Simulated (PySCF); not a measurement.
```yaml
atoms:
  - { symbol: C, position_ang: [-2.4992, 0.7780, 0.4258] }
  - { symbol: O, position_ang: [-1.1551, 0.4241, 0.5716] }
  - { symbol: Si, position_ang: [-0.3937, -0.8628, -0.0490] }
  - { symbol: C, position_ang: [1.3826, -0.6324, 0.5994] }
  - { symbol: C, position_ang: [2.0865, 0.6158, 0.1078] }
  - { symbol: Cl, position_ang: [2.2843, -2.0759, 0.0354] }
  - { symbol: H, position_ang: [-2.7467, 0.9280, -0.6268] }
  - { symbol: H, position_ang: [-3.1491, -0.0018, 0.8276] }
  - { symbol: H, position_ang: [-2.6656, 1.7058, 0.9733] }
  - { symbol: H, position_ang: [-0.9480, -2.1267, 0.4381] }
  - { symbol: H, position_ang: [-0.3963, -0.8535, -1.5135] }
  - { symbol: H, position_ang: [1.4323, -0.6810, 1.6879] }
  - { symbol: H, position_ang: [1.5368, 1.4886, 0.4535] }
  - { symbol: H, position_ang: [3.1063, 0.6694, 0.4864] }
  - { symbol: H, position_ang: [2.1205, 0.6323, -0.9791] }
```

Geometry: GFN2-xTB, NEB image 0 of 0 to 8.

Theory: PySCF 2.14.0, PBE0/pcSseg-1, SCF density, gas phase, non-relativistic.

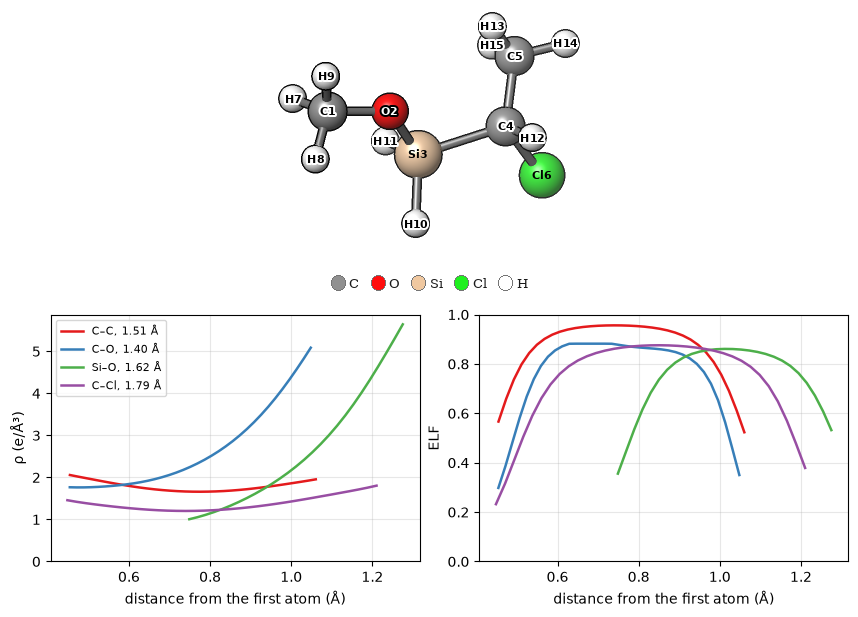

C3H9ClOSi (SMILES CO[SiH2][C@H](C)Cl). Total electron density and ELF along straight lines between neighbouring atoms. The curves leave out the atomic cores. The structure is drawn too.

Compare the contacts.

C–C (1.51 Å): the density is about 1.7 e/Å³ at the midpoint; the ELF peaks at about 0.95 between the atoms: a shared electron pair.
C–O (1.40 Å): the density is about 2.1 e/Å³ at the midpoint, with its minimum of 1.8 e/Å³ about 0.5 Å from C; the ELF peaks at about 0.90 between the atoms: a shared but strongly polarised pair.
Si–O (1.62 Å): ρ is about 1.2 e/Å³ halfway; the ELF peaks at about 0.85 between the atoms: a short, strongly polar bond.
C–Cl (1.79 Å): ρ is about 1.3 e/Å³ halfway; the ELF peaks at about 0.90 between the atoms: localised, covalent bonding.
